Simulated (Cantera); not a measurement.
Charge: 1 mol B, 11 mol H₂O, 1.3 mol O₂, equilibrated at 0.315 Torr.

Cantera equilibrium calculation (NASA polynomials, part measured and part estimated; ideal gas, pure solids and liquids). Candidate condensed phases: B, B₂O₃, B₃O₃H₃, H₂O; 23 gas species. Gases not in the tables: H₃BO₃. Kinetics and transport are ignored.

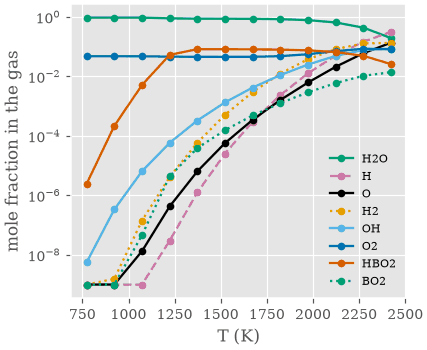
Figure: Equilibrium gas composition (values under 1e-9 drawn at 1e-9)

**Question.** Read off the mole fractions at 1673 K.

**Answer.** H₂O about 0.86, HBO₂ about 0.081, O₂ about 0.046, OH about 0.0042, H₂ about 0.0030, BO₂ about 0.00049, O about 0.00035, H about 0.00030.
